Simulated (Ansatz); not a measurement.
# TaNH4OF3: molecular dynamics (part 4 of 4)

Continued. System: TaNH4OF3, multiplicity 2. Method: UKS PBE/def2-SVP (Ansatz 0.2.0). It belongs to a series of runs on one base structure; here: dynamics from the highest image of the converged band.

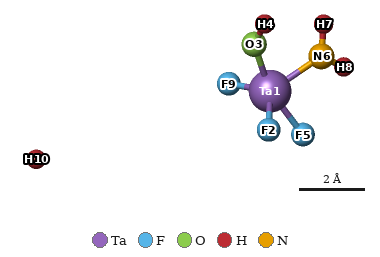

Fig. 1: The geometry at step 164 of the log (ball-and-stick view, seen at a tilt; atoms are numbered from 1 in the order of the input).

### Trajectory as extended XYZ, continued
```
10
Properties=species:S:1:pos:R:3:forces:R:3 step=127 time_fs=63.5 energy=-13290.01990 temperature=754.6
Ta    0.1065    0.1570   -0.0311    1.9044   0.6185   0.4344
F     2.1290    0.1919    0.1919   -2.5693   0.0109  -0.0910
O    -0.1682   -0.0324    1.8806    1.0692   1.1057   0.4375
H     0.2160    0.6318    2.5431   -0.7308  -1.2006  -0.8898
F     0.4393    1.0431   -1.6829    0.0921  -0.0866   0.0356
N    -1.1949    1.6789    0.1495    0.5323  -0.1764  -0.9235
H    -1.7870    1.8928    0.9315   -0.4187  -0.0871   0.9610
H    -1.3686    2.4034   -0.5623    0.2603  -0.3253  -0.1551
F    -0.5906   -1.4541   -0.7181   -0.1391   0.1405   0.1912
H     4.6049   -4.8219    1.9214   -0.0004   0.0004  -0.0002
10
Properties=species:S:1:pos:R:3:forces:R:3 step=132 time_fs=66.0 energy=-13290.06842 temperature=800.5
Ta    0.1084    0.1563   -0.0318    1.9457   0.5305   0.3824
F     2.1328    0.2219    0.1970   -2.5965  -0.0548  -0.0970
O    -0.1687   -0.0422    1.8701    0.2546  -0.2474  -0.7810
H     0.1620    0.6075    2.5026    0.0604   0.1841   0.5811
F     0.4366    1.0328   -1.6826    0.0892   0.0137  -0.1287
N    -1.1873    1.6781    0.1538    0.2206  -0.7267   0.4022
H    -1.8038    1.8713    0.9464    0.0780  -0.1940   0.2300
H    -1.3799    2.3555   -0.5678    0.0490   0.3981  -0.7606
F    -0.6155   -1.4436   -0.7147   -0.1006   0.0962   0.1717
H     4.7030   -4.9998    2.0046   -0.0003   0.0003  -0.0001
10
Properties=species:S:1:pos:R:3:forces:R:3 step=136 time_fs=68.0 energy=-13290.06784 temperature=800.8
Ta    0.1103    0.1558   -0.0321    1.9478   0.4348   0.3150
F     2.1299    0.2458    0.2008   -2.5269  -0.1023  -0.0959
O    -0.1682   -0.0503    1.8599   -0.1647  -1.0943  -1.4330
H     0.1177    0.5902    2.4889    0.4404   1.0394   1.4709
F     0.4347    1.0246   -1.6827    0.0855   0.0966  -0.2750
N    -1.1805    1.6755    0.1580   -0.3778  -0.2711   0.6661
H    -1.8160    1.8466    0.9711    0.6070  -0.2152  -0.6306
H    -1.3856    2.3296   -0.6001    0.0617   0.0586  -0.1676
F    -0.6357   -1.4349   -0.7115   -0.0729   0.0532   0.1501
H     4.7814   -5.1420    2.0712   -0.0002   0.0002  -0.0001
10
Properties=species:S:1:pos:R:3:forces:R:3 step=141 time_fs=70.5 energy=-13290.12599 temperature=856.4
Ta    0.1134    0.1553   -0.0326    1.8794   0.3421   0.1872
F     2.1192    0.2754    0.2054   -2.3218  -0.1505  -0.0879
O    -0.1676   -0.0631    1.8434    0.4788   0.6934   0.7955
H     0.0791    0.6078    2.5341   -0.2838  -0.7848  -0.4137
F     0.4326    1.0146   -1.6835    0.0826   0.1972  -0.4643
N    -1.1733    1.6713    0.1652   -0.1345   0.1086  -0.5442
H    -1.8023    1.8058    0.9720    0.2010   0.0421  -0.3365
H    -1.3887    2.2976   -0.6449    0.1372  -0.4438   0.7467
F    -0.6611   -1.4239   -0.7072   -0.0390  -0.0044   0.1173
H     4.8793   -5.3198    2.1544   -0.0001   0.0001  -0.0001
10
Properties=species:S:1:pos:R:3:forces:R:3 step=145 time_fs=72.5 energy=-13290.13393 temperature=864.7
Ta    0.1162    0.1551   -0.0328    1.7417   0.2658   0.0724
F     2.1052    0.2987    0.2088   -2.0775  -0.1805  -0.0716
O    -0.1661   -0.0721    1.8317    0.5079   1.1547   1.6420
H     0.0399    0.5977    2.5621   -0.3728  -1.2755  -1.0131
F     0.4311    1.0070   -1.6853    0.0712   0.2559  -0.5846
N    -1.1680    1.6681    0.1696    0.7060  -0.3306  -1.1618
H    -1.7822    1.7740    0.9583   -0.5574   0.2592   0.5186
H    -1.3861    2.2562   -0.6537   -0.0147  -0.1125   0.5035
F    -0.6815   -1.4152   -0.7035   -0.0044  -0.0365   0.0947
H     4.9577   -5.4621    2.2209   -0.0001   0.0001  -0.0001
10
Properties=species:S:1:pos:R:3:forces:R:3 step=150 time_fs=75.0 energy=-13290.20617 temperature=933.8
Ta    0.1204    0.1548   -0.0332    1.4613   0.1339  -0.0442
F     2.0819    0.3274    0.2128   -1.6576  -0.2054  -0.0367
O    -0.1628   -0.0801    1.8220    0.0161  -0.3370   0.1633
H    -0.0259    0.5268    2.5543    0.0678   0.1941   0.6691
F     0.4294    0.9983   -1.6891    0.0427   0.2849  -0.6750
N    -1.1586    1.6625    0.1714    0.6983  -0.9446   0.2294
H    -1.7837    1.7476    0.9647   -0.3270   0.2443   0.1641
H    -1.3854    2.2031   -0.6444   -0.3518   0.6923  -0.5408
F    -0.7071   -1.4043   -0.6985    0.0502  -0.0627   0.0709
H     5.0557   -5.6398    2.3041    0.0000   0.0001   0.0000
10
Properties=species:S:1:pos:R:3:forces:R:3 step=155 time_fs=77.5 energy=-13290.24420 temperature=970.8
Ta    0.1250    0.1546   -0.0335    1.0397   0.0075  -0.1568
F     2.0535    0.3554    0.2168   -1.0646  -0.2033   0.0135
O    -0.1592   -0.0890    1.8131   -0.0643  -0.7470  -0.2241
H    -0.0902    0.4622    2.5819    0.0993   0.5465   1.1837
F     0.4278    0.9904   -1.6951    0.0146   0.2699  -0.7193
N    -1.1467    1.6534    0.1737   -0.3811  -0.2237   0.5808
H    -1.8023    1.7353    0.9786    0.4158   0.1227  -0.7113
H    -1.4030    2.1846   -0.6581   -0.1682   0.3228  -0.0068
F    -0.7325   -1.3936   -0.6933    0.1088  -0.0955   0.0404
H     5.1537   -5.8176    2.3873    0.0000   0.0000   0.0000
10
Properties=species:S:1:pos:R:3:forces:R:3 step=159 time_fs=79.5 energy=-13290.26512 temperature=991.0
Ta    0.1289    0.1544   -0.0338    0.5639  -0.0670  -0.2753
F     2.0281    0.3773    0.2200   -0.4620  -0.1736   0.0677
O    -0.1565   -0.0980    1.8057   -0.0186   0.4750   1.8767
H    -0.1371    0.4307    2.6487    0.0131  -0.7429  -0.8524
F     0.4266    0.9848   -1.7015   -0.0050   0.2293  -0.7166
N    -1.1380    1.6453    0.1772   -0.7425   0.5773  -0.4918
H    -1.8033    1.7313    0.9640    0.2852   0.0852  -0.4052
H    -1.4246    2.1850   -0.6715    0.2066  -0.2614   0.7831
F    -0.7525   -1.3853   -0.6891    0.1592  -0.1220   0.0136
H     5.2320   -5.9598    2.4538    0.0000   0.0000   0.0000
10
Properties=species:S:1:pos:R:3:forces:R:3 step=164 time_fs=82.0 energy=-13290.26090 temperature=987.0
Ta    0.1339    0.1542   -0.0343   -0.2315  -0.1454  -0.3635
F     1.9954    0.4043    0.2242    0.3974  -0.1023   0.1570
O    -0.1532   -0.1078    1.8027   -0.1301   0.4469   2.1289
H    -0.1939    0.3549    2.6895    0.1078  -0.7643  -1.1908
F     0.4250    0.9783   -1.7116   -0.0399   0.1366  -0.6323
N    -1.1296    1.6372    0.1794   -0.2253   0.6003  -1.0848
H    -1.7937    1.7310    0.9305   -0.3922   0.0791   0.6439
H    -1.4410    2.1737   -0.6505    0.2773  -0.1192   0.3498
F    -0.7771   -1.3753   -0.6838    0.2364  -0.1317  -0.0082
H     5.3300   -6.1376    2.5370    0.0000   0.0000   0.0000
10
Properties=species:S:1:pos:R:3:forces:R:3 step=168 time_fs=84.0 energy=-13290.25150 temperature=977.6
Ta    0.1379    0.1539   -0.0348   -0.9845  -0.2043  -0.3472
F     1.9699    0.4256    0.2279    1.1308  -0.0199   0.2409
O    -0.1509   -0.1145    1.8057    0.0165  -0.5749  -0.1094
H    -0.2356    0.2632    2.6767   -0.0203   0.2434   0.8341
F     0.4237    0.9735   -1.7211   -0.0751   0.0367  -0.5114
N    -1.1239    1.6326    0.1783   -0.1936   0.1637   0.0726
H    -1.7984    1.7339    0.9253   -0.1785  -0.0225   0.5777
H    -1.4431    2.1601   -0.6186   -0.0002   0.5053  -0.7383
F    -0.7963   -1.3675   -0.6796    0.3050  -0.1276  -0.0191
H     5.4084   -6.2799    2.6035    0.0000   0.0000   0.0000
10
Properties=species:S:1:pos:R:3:forces:R:3 step=173 time_fs=86.5 energy=-13290.20205 temperature=929.9
Ta    0.1426    0.1536   -0.0354   -1.9487  -0.2353  -0.3221
F     1.9415    0.4522    0.2333    2.0408   0.1117   0.3455
O    -0.1479   -0.1247    1.8090    0.1033  -0.6070  -0.4924
H    -0.2898    0.1597    2.7047   -0.0786   0.2423   0.9349
F     0.4218    0.9675   -1.7344   -0.1102  -0.0969  -0.3419
N    -1.1178    1.6276    0.1773   -1.0690   0.5256   0.7184
H    -1.8091    1.7356    0.9443    0.5876  -0.1566  -0.2486
H    -1.4446    2.1681   -0.6150    0.0949   0.3510  -0.5532
F    -0.8194   -1.3582   -0.6743    0.3800  -0.1349  -0.0404
H     5.5064   -6.4576    2.6867    0.0000   0.0000  -0.0001
10
Properties=species:S:1:pos:R:3:forces:R:3 step=177 time_fs=88.5 energy=-13290.14622 temperature=876.3
Ta    0.1459    0.1533   -0.0361   -2.6440  -0.1958  -0.3293
F     1.9233    0.4737    0.2383    2.6524   0.2211   0.4154
O    -0.1453   -0.1346    1.8106   -0.2881  -0.0789   1.5650
H    -0.3353    0.0876    2.7641    0.3308  -0.3084  -1.3240
F     0.4201    0.9626   -1.7458   -0.1302  -0.2021  -0.1958
N    -1.1160    1.6252    0.1784   -1.2925   1.1387  -0.2663
H    -1.7965    1.7311    0.9532    0.5137  -0.1029  -0.2675
H    -1.4419    2.1894   -0.6357    0.4266  -0.3275   0.4619
F    -0.8369   -1.3511   -0.6702    0.4313  -0.1443  -0.0594
H     5.5847   -6.5999    2.7532    0.0000   0.0000  -0.0001
10
Properties=species:S:1:pos:R:3:forces:R:3 step=182 time_fs=91.0 energy=-13290.11573 temperature=846.6
Ta    0.1493    0.1528   -0.0369   -3.2758  -0.0612  -0.2523
F     1.9082    0.5013    0.2458    3.0784   0.3154   0.4661
O    -0.1430   -0.1474    1.8174   -0.2667  -0.2266   1.0858
H    -0.3751   -0.0162    2.7738    0.3474  -0.1344  -1.1840
F     0.4175    0.9558   -1.7606   -0.1593  -0.3324   0.0222
N    -1.1182    1.6263    0.1786   -0.2719   0.7950  -1.0987
H    -1.7581    1.7210    0.9549   -0.2560   0.1002   0.4750
H    -1.4170    2.2001   -0.6385    0.3056  -0.3247   0.5529
F    -0.8577   -1.3426   -0.6652    0.4983  -0.1312  -0.0670
H     5.6827   -6.7776    2.8364    0.0000   0.0000   0.0000
10
Properties=species:S:1:pos:R:3:forces:R:3 step=186 time_fs=93.0 energy=-13290.10528 temperature=836.5
Ta    0.1512    0.1524   -0.0377   -3.4799   0.1006  -0.1100
F     1.9030    0.5240    0.2529    3.0821   0.3312   0.4608
O    -0.1418   -0.1581    1.8255    0.3856  -0.4194  -1.5779
H    -0.3936   -0.1058    2.7348   -0.2652   0.1032   1.1692
F     0.4151    0.9496   -1.7724   -0.1834  -0.4293   0.2072
N    -1.1212    1.6297    0.1758    0.3972  -0.1937  -0.1397
H    -1.7342    1.7164    0.9724   -0.3315   0.1883   0.4373
H    -1.3842    2.1962   -0.6193   -0.1551   0.4266  -0.3834
F    -0.8732   -1.3361   -0.6614    0.5502  -0.1073  -0.0635
H     5.7611   -6.9199    2.9029    0.0000   0.0000   0.0000
10
Properties=species:S:1:pos:R:3:forces:R:3 step=191 time_fs=95.5 energy=-13290.11070 temperature=841.5
Ta    0.1525    0.1520   -0.0387   -3.3115   0.3708   0.0469
F     1.9053    0.5534    0.2630    2.7113   0.2706   0.3858
O    -0.1390   -0.1729    1.8309    0.2855  -0.3131  -1.2119
H    -0.4293   -0.2141    2.7406   -0.1294   0.0286   0.5444
F     0.4116    0.9406   -1.7866   -0.1961  -0.5277   0.3955
N    -1.1235    1.6331    0.1721    0.1589  -0.5644   0.8986
H    -1.7180    1.7205    1.0113    0.2105   0.2006  -0.4861
H    -1.3517    2.2145   -0.6155   -0.3224   0.6273  -0.5062
F    -0.8909   -1.3282   -0.6568    0.5931  -0.0926  -0.0670
H     5.8590   -7.0976    2.9861    0.0000   0.0000   0.0000
10
Properties=species:S:1:pos:R:3:forces:R:3 step=195 time_fs=97.5 energy=-13290.10424 temperature=835.8
Ta    0.1527    0.1517   -0.0394   -2.8993   0.6271   0.1417
F     1.9133    0.5775    0.2720    2.1753   0.1595   0.2820
O    -0.1360   -0.1857    1.8317   -0.3746  -0.5005   0.7193
H    -0.4635   -0.2982    2.7712    0.5478   0.2393  -1.5060
F     0.4083    0.9322   -1.7970   -0.1923  -0.5896   0.5112
N    -1.1249    1.6343    0.1715   -0.0379   0.1154  -0.0803
H    -1.6989    1.7324    1.0263    0.2177   0.2305  -0.5881
H    -1.3384    2.2537   -0.6317   -0.0500  -0.1931   0.5936
F    -0.9038   -1.3222   -0.6533    0.6133  -0.0886  -0.0732
H     5.9374   -7.2399    3.0526    0.0000   0.0000   0.0000
10
Properties=species:S:1:pos:R:3:forces:R:3 step=200 time_fs=100.0 energy=-13290.14977 temperature=879.4
Ta    0.1522    0.1515   -0.0404   -2.1808   0.9614   0.2964
F     1.9293    0.6080    0.2840    1.3101  -0.0463   0.1229
O    -0.1334   -0.2033    1.8346   -0.1367  -0.4358  -0.1291
H    -0.4798   -0.3906    2.7376    0.3273   0.2313  -0.8240
F     0.4037    0.9201   -1.8086   -0.1834  -0.6535   0.6427
N    -1.1264    1.6362    0.1701    0.4084   0.2361  -1.0743
H    -1.6666    1.7601    1.0188   -0.2524   0.2856   0.1937
H    -1.3245    2.2923   -0.6212    0.0684  -0.5096   0.8396
F    -0.9181   -1.3149   -0.6491    0.6392  -0.0692  -0.0680
H     6.0354   -7.4176    3.1357    0.0000   0.0000   0.0000
```

This output came from the following input.

### Input file
```yaml
crystal:
  periodic: [false, false, false]
  atoms:
    - { symbol: Ta, position_ang: [0.07821, 0.199971, -0.014533] }
    - { symbol: F, position_ang: [2.098928, -0.278591, 0.125097] }
    - { symbol: O, position_ang: [-0.010629, 0.001234, 1.866202] }
    - { symbol: H, position_ang: [0.306279, 0.220601, 2.755256] }
    - { symbol: F, position_ang: [0.638948, 1.059544, -1.614906] }
    - { symbol: "N", position_ang: [-1.349804, 1.589207, 0.027097] }
    - { symbol: H, position_ang: [-1.991808, 1.771404, 0.804212] }
    - { symbol: H, position_ang: [-1.534005, 2.231108, -0.750919] }
    - { symbol: F, position_ang: [-0.395762, -1.519258, -0.66289] }
    - { symbol: H, position_ang: [2.749942, -1.334321, -0.087512] }
magnetization:
  spin_polarized: true
  initial_magnetization: 1
basis:
  gaussian: { orbitals: def2-SVP }
hamiltonian:
  xc: pbe
md:
  timestep: 0.5
  n_steps: 200
  ensemble: nve
  temperature: 300.0
  initial_velocities: maxwell_boltzmann
  seed: 11996
```

Launch command:
```bash
ansatz run input.yaml --threads 4 --pin off --max-ram 5120MiB --backend cpu --events-out ev --progress --plain --runs-dir out
```

### Summary

| quantity | value |
| --- | --- |
| outcome | finished |
| mean temperature over the second half | 873 K |
| trajectory | 200 steps, 100 fs |
| ensemble | nve |
| temperature in the input | 300.0 K |
| time step | 0.5 fs |
| potential energy (last step) | −13290.1499 eV |
| mean-field energy (last step) | −13290.1499 eV |
| ⟨S²⟩ (last step) | 0.750 |
| largest force (length of the vector) (last step) | 2.402 eV/Å |
| hardware | 4 threads of AMD EPYC (Zen 5), 32 GiB of memory available, shared host |
| wall time | 3.9 min (CPU time 15 min) |
| peak memory | 0.23 GiB |

So short a trajectory is not equilibrated.
